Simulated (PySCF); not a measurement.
# C8H7N, SMILES `c1ccn2cccc2c1`: electronic structure

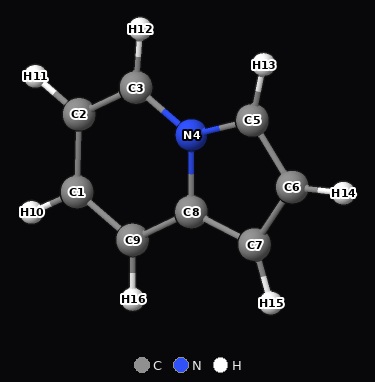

The molecule, with its atoms numbered as below. No frequency check shows the geometry to be a minimum.

Coordinates in Å:

```
C1       2.1208    0.6923    0.0000
C2       2.0768   -0.7225    0.0000
C3       0.8836   -1.3697    0.0000
N4      -0.2767   -0.6631    0.0000
C5      -1.5560   -1.0992    0.0000
C6      -2.3913   -0.0021    0.0000
C7      -1.5994    1.1475    0.0000
C8      -0.2754    0.7338    0.0000
C9       0.9591    1.4063    0.0000
H10      3.0774    1.1905    0.0000
H11      2.9937   -1.2892    0.0000
H12      0.7944   -2.4461    0.0000
H13     -1.7920   -2.1455    0.0000
H14     -3.4637   -0.0352    0.0000
H15     -1.9390    2.1638    0.0000
H16      0.9566    2.4851    0.0000
```

## 1. Bonding charge

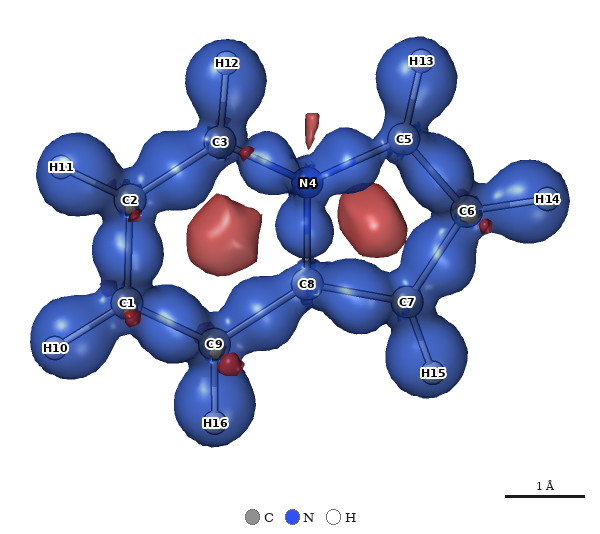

Deformation density (molecule less spherical, spin-averaged free atoms at the same positions), surfaces at ±0.12 e/Å³; blue: gain, red: loss.

Method: PBE0/6-311+G**; geometry: GFN2-xTB; program: PySCF.

> How much density has each bond gained at its critical point, relative to the free atoms?

The five largest and four smallest: C3–H12: +0.76 e/Å³ at the bond critical point (bond length 1.08 Å). C5–H13: +0.74 e/Å³ at the bond critical point (bond length 1.07 Å). C9–H16: +0.74 e/Å³ at the bond critical point (bond length 1.08 Å). C6–H14: +0.74 e/Å³ at the bond critical point (bond length 1.07 Å). C1–H10: +0.73 e/Å³ at the bond critical point (bond length 1.08 Å). C1–C2: +0.58 e/Å³ at the bond critical point (bond length 1.42 Å). C3–N4: +0.30 e/Å³ at the bond critical point (bond length 1.36 Å). N4–C5: +0.26 e/Å³ at the bond critical point (bond length 1.35 Å). N4–C8: +0.25 e/Å³ at the bond critical point (bond length 1.40 Å). In all, 3.8 electrons gather in the regions of gain relative to the promolecule.

## 2. Bond critical points

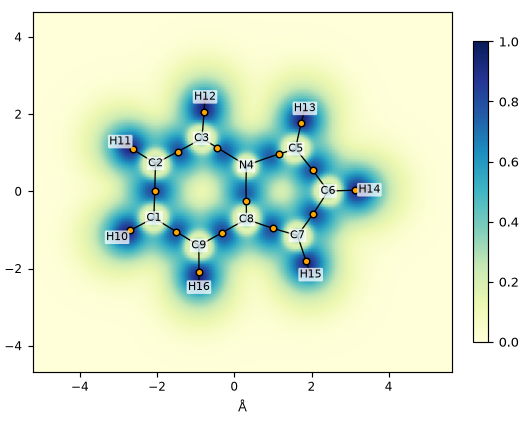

Localised orbital locator (LOL) in the molecular plane, with bond paths and bond critical points (dots).

> What values does LOL take at the bond critical points in this plane?

C3–H12: about 0.91; C9–H16: about 0.90; C6–H14: about 0.90; C5–H13: about 0.90; C2–H11: about 0.90; C1–H10: about 0.90; C7–H15: about 0.90; C8–C9: about 0.81; C1–C2: about 0.81; C6–C7: about 0.79; C1–C9: about 0.79; C5–C6: about 0.79; C7–C8: about 0.78; C2–C3: about 0.78; N4–C8: about 0.59; C3–N4: about 0.57; N4–C5: about 0.53. Values above 0.5 mark slow, localised electrons, as in shared pairs; low values at a critical point mark a polar or closed-shell contact whose critical point lies between the shells.

> Where along N4–C5 does the critical point lie?

0.89 Å from N4 and 0.46 Å from C5.

## 3. Local ionisation energy

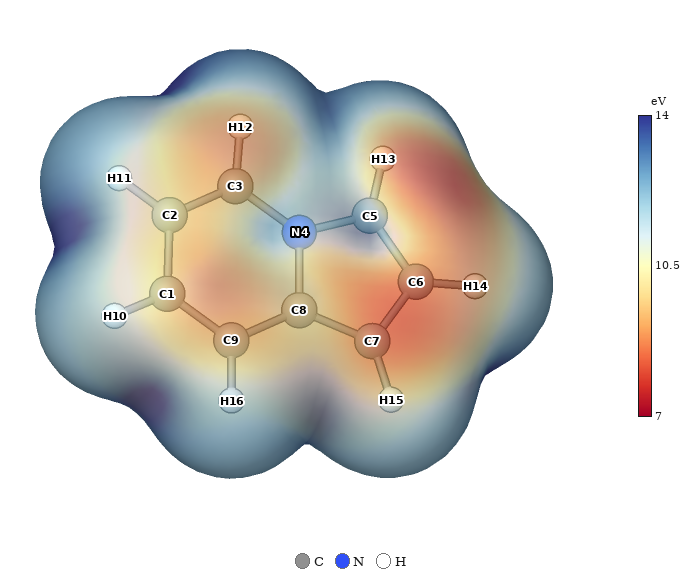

Average local ionisation energy on the surface of electron density 0.001 a.u.

> Where are the most loosely bound electrons on this surface?

The lowest value is 8.0 eV, off the molecular plane, over C5 (2.1 Å). Further minima include 8.7 eV, off the molecular plane, over C1 (2.1 Å), and at like points elsewhere. For comparison, the highest occupied orbital lies at −5.5 eV.

> What volume does the surface enclose, and what is the dipole moment?

About 158 Å³; the dipole moment is 1.2 D.

The PySCF run shown took 65 s on 1 thread of Arm Neoverse V1, with other jobs on the host.
